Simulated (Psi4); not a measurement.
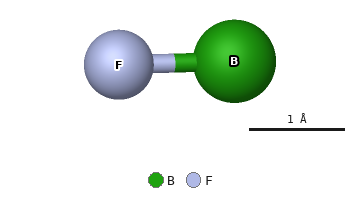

**Figure 1.** The structure as given in the input (ball-and-stick view, seen at a tilt). Bond lengths as drawn: B–F 1.24 Å.

# Run report: BF, polarizability calculation

System: BF (13768-60-0), SMILES [B]F.
Method: B3PW91/aug-pcseg-1, RKS (Psi4 1.11).

The geometry comes from this level: GFN2-xTB.

**What the program printed**
```
=> Loading Basis Set <=

    Name: AUG-PCSEG-1
    Role: ORBITAL
    Keyword: BASIS

         ---------------------------------------------------------
                                   SCF
                              RKS Reference
                        1 Threads,   1525 MiB Core
         ---------------------------------------------------------

  ==> Geometry <==

    Molecular point group: c2v
    Full point group: C_inf_v

    Geometry (in Bohr), charge = 0, multiplicity = 1:

       Center              X                  Y                   Z               Mass
    ------------   -----------------  -----------------  -----------------  -----------------
         B            0.000000000000     0.000000000000    -1.488811264060    11.009305360000
         F            0.000000000000     0.000000000000     0.862745025940    18.998403162730

  Running in c2v symmetry.

  Rotational constants: A = ************  B =      1.56185  C =      1.56185 [cm^-1]
  Rotational constants: A = ************  B =  46823.08141  C =  46823.08141 [MHz]
  Nuclear repulsion =   19.136263159577609

  Charge       = 0
  Multiplicity = 1
  Electrons    = 14
  Nalpha       = 7
  Nbeta        = 7

  ==> Algorithm <==

  SCF Algorithm Type is DF.
  DIIS enabled.
  MOM disabled.
  Fractional occupation disabled.
  Guess Type is SAD.
  Energy threshold   = 1.00e-06
  Density threshold  = 1.00e-06
  Integral threshold = 1.00e-12

  ==> Primary Basis <==

  Basis Set: AUG-PCSEG-1
    Blend: AUG-PCSEG-1
    Number of shells: 18
    Number of basis functions: 46
    Number of Cartesian functions: 50
    Spherical Harmonics?: true
    Max angular momentum: 2

  ==> DFT Potential <==

   => LibXC <=

    Version 7.1.2

   => Composite Functional: B3PW91 <=

    B3PW91 Hyb-GGA Exchange-Correlation Functional

    Deriv               =              1
    GGA                 =           TRUE
    Meta                =          FALSE

    Exchange Hybrid     =           TRUE
    MP2 Hybrid          =          FALSE

   => Exchange Functionals <=

    0.0800   Slater exchange
    0.7200         Becke 88

   => Exact (HF) Exchange <=

    0.2000               HF

   => Correlation Functionals <=

   => LibXC Density Thresholds  <==

    XC_HYB_GGA_XC_B3PW91:  1.00E-15

   => Molecular Quadrature <=

    Radial Scheme          =       TREUTLER
    Pruning Scheme         =           NONE
    Nuclear Scheme         =       TREUTLER

    Blocking Scheme        =         OCTREE
    BS radius alpha        =              1
    Pruning alpha          =              1
    Radial Points          =             75
    Spherical Points       =            302
    Total Points           =          44606
    Total Blocks           =            412
    Max Points             =            256
    Max Functions          =             46
    Weights Tolerance      =       1.00E-15

   => Loading Basis Set <=

    Name: (AUG-PCSEG-1 AUX)
    Role: JKFIT
    Keyword: DF_BASIS_SCF

  ==> Integral Setup <==

  DFHelper Memory: AOs need 0.003 GiB; user supplied 1.060 GiB.
  SCF_SUBTYPE=INCORE selected. In-core MEM_DF algorithm will be used.
  Using in-core AOs.

  ==> MemDFJK: Density-Fitted J/K Matrices <==

    J tasked:                   Yes
    K tasked:                   Yes
    wK tasked:                   No
    Memory [MiB]:              1085
    Algorithm:                 Core
    Schwarz Cutoff:           1E-12
    Mask sparsity (%):       0.0000
    Fitting Condition:        1E-10

   => Auxiliary Basis Set <=

  Basis Set: (AUG-PCSEG-1 AUX)
    Blend: DEF2-UNIVERSAL-JKFIT
    Number of shells: 50
    Number of basis functions: 152
    Number of Cartesian functions: 182
    Spherical Harmonics?: true
    Max angular momentum: 4

  Cached 100.0% of DFT collocation blocks in 0.057 [GiB].

  Minimum eigenvalue in the overlap matrix is 2.2339841356E-03.
  Reciprocal condition number of the overlap matrix is 5.4180034808E-04.
    Using symmetric orthogonalization.

  ==> Pre-Iterations <==

  SCF Guess: Superposition of Atomic Densities via on-the-fly atomic UHF (no occupation information).

   -------------------------
    Irrep   Nso     Nmo
   -------------------------
     A1        22      22
     A2         4       4
     B1        10      10
     B2        10      10
   -------------------------
    Total      46      46
   -------------------------

  ==> Iterations <==

                           Total Energy        Delta E     RMS |[F,P]|

   @DF-RKS iter SAD:  -124.14974006436944   -1.24150e+02   0.00000e+00
   @DF-RKS iter   1:  -124.55042185453929   -4.00682e-01   1.19759e-02 DIIS/ADIIS
   @DF-RKS iter   2:  -124.52064625154520    2.97756e-02   1.73273e-02 DIIS/ADIIS
   @DF-RKS iter   3:  -124.58359308299237   -6.29468e-02   1.94675e-03 DIIS/ADIIS
   @DF-RKS iter   4:  -124.58493650459384   -1.34342e-03   1.20919e-04 DIIS/ADIIS
   @DF-RKS iter   5:  -124.58493984392931   -3.33934e-06   2.13167e-05 DIIS
   @DF-RKS iter   6:  -124.58493997847205   -1.34543e-07   1.09133e-06 DIIS
   @DF-RKS iter   7:  -124.58493997899187   -5.19819e-10   1.83509e-07 DIIS
  Energy and wave function converged.

  ==> Post-Iterations <==

   Electrons on quadrature grid:
      Ntotal   =   14.0000006064 ; deviation = 6.064e-07

    Orbital Energies [Eh]
    ---------------------

    Doubly Occupied:

       1A1   -24.759908     2A1    -6.847865     3A1    -1.327837
       4A1    -0.640417     1B1    -0.548687     1B2    -0.548687
       5A1    -0.286487

    Virtual:

       2B1    -0.045766     2B2    -0.045766     6A1     0.016089
       7A1     0.037221     3B1     0.039967     3B2     0.039967
       8A1     0.131190     1A2     0.144092     9A1     0.144092
      10A1     0.151356     4B2     0.165755     4B1     0.165755
       5B1     0.215657     5B2     0.215657    11A1     0.277470
      12A1     0.339632     6B1     0.384035     6B2     0.384035
      13A1     0.523388    14A1     0.586737     2A2     0.586737
      15A1     0.611987     7B1     0.796827     7B2     0.796827
      16A1     0.995885     8B2     1.171481     8B1     1.171481
      17A1     1.553852     3A2     1.553852    18A1     1.774608
       9B1     1.807429     9B2     1.807429    19A1     1.979352
      20A1     2.348733     4A2     2.700222    21A1     2.700229
      10B2     2.917682    10B1     2.917682    22A1     3.632551

    Final Occupation by Irrep:
             A1    A2    B1    B2
    DOCC [     5,    0,    1,    1 ]
    NA   [     5,    0,    1,    1 ]
    NB   [     5,    0,    1,    1 ]

  @DF-RKS Final Energy:  -124.58493997899187

   => Energetics <=

    Nuclear Repulsion Energy =             19.1362631595776094
    One-Electron Energy =                -209.2269650205446965
    Two-Electron Energy =                  77.1144786055480864
    DFT Exchange-Correlation Energy =     -11.6087167235728490
    Empirical Dispersion Energy =           0.0000000000000000
    VV10 Nonlocal Energy =                  0.0000000000000000
    Total Energy =                       -124.5849399789918692

Computation Completed

Properties will be evaluated at   0.000000,   0.000000,   0.000000 [a0]

Properties computed using the B3PW91 density matrix

 Multipole Moments:

 ------------------------------------------------------------------------------------
     Multipole            Electronic (a.u.)      Nuclear  (a.u.)        Total (a.u.)
 ------------------------------------------------------------------------------------

 L = 1.  Multiply by 2.5417464519 to convert [e a0] to [Debye]
 Dipole X            :          0.0000000            0.0000000            0.0000000
 Dipole Y            :          0.0000000            0.0000000            0.0000000
 Dipole Z            :          0.1123831            0.3206489            0.4330320
 Magnitude           :                                                    0.4330320

 ------------------------------------------------------------------------------------

         ---------------------------------------------------------
                       CPSCF Linear Response Solver
         ---------------------------------------------------------

   ==> Requested Responses <==

    Dipole polarizabilities

   ==> Coupled-Perturbed RKS Solver <==

    Maxiter             =         100
    Convergence         =   1.000E-06
    Number of equations =           3
   -----------------------------------------------------
     Iter   Residual RMS      Max RMS  Remain  Time [s]
   -----------------------------------------------------
    Guess      2.610e+00    2.613e+00       3         0
        1      9.937e-01    1.558e+00       3         0
        2      1.640e-01    2.898e-01       3         0
        3      2.349e-02    4.430e-02       3         0
        4      2.420e-03    5.913e-03       3         0
        5      3.112e-04    8.640e-04       3         1
        6      3.291e-05    9.429e-05       3         1
        7      1.719e-06    4.916e-06       1         1
        8      1.645e-07    2.527e-07       0         1
   -----------------------------------------------------

    Solver has converged.

   ==> Response Properties <==

    => Dipole polarizabilities <=

              X          Y          Z
    ----- ---------- ---------- ----------
      X     20.97376    0.00000   -0.00000
      Y      0.00000   20.97376    0.00000
      Z     -0.00000   -0.00000   18.42279

	total time  =          3 seconds =       0.05 minutes
```

**Standard output**
```
b3pw91 energy: -124.5849399790 Eh
```

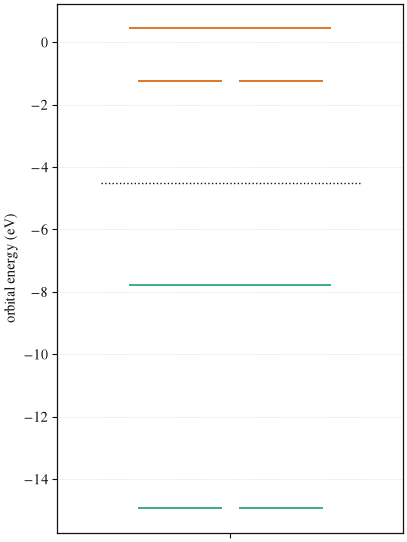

**Figure 2.** Orbital energies near the frontier; the dotted line parts filled from empty levels, and levels within 0.02 eV of each other stand side by side. Highest filled −7.80 eV, lowest empty −1.25 eV, 6.55 eV apart.

This output came from the following input.

**The input (run.py)**
```python
import psi4

psi4.set_memory(1600000000)
psi4.set_num_threads(1)
psi4.core.set_output_file('bf.out', False)

molecule = psi4.geometry("""
B      0.00000000     0.00000000     0.00000000
F      0.00000000     0.00000000     2.35155629
units au
""")

psi4.set_options(dict(basis='aug-pcseg-1'))

result = psi4.properties('b3pw91', properties=['dipole_polarizabilities'], molecule=molecule)
print(f'b3pw91 energy: {result:.10f} Eh')
```

Run as:
```bash
python run.py
```

**Summary**

| quantity | value |
| --- | --- |
| outcome | converged |
| total energy | −124.584940 hartree |
| basis functions | 46 |
| HOMO | −7.80 eV |
| LUMO | −1.25 eV |
| dipole moment | 1.10 D |
| hardware | 1 thread of Intel Xeon (Sapphire Rapids), 16 GiB of memory available, shared host |
| wall time | 3.9 s |
| peak memory | 0.25 GiB |
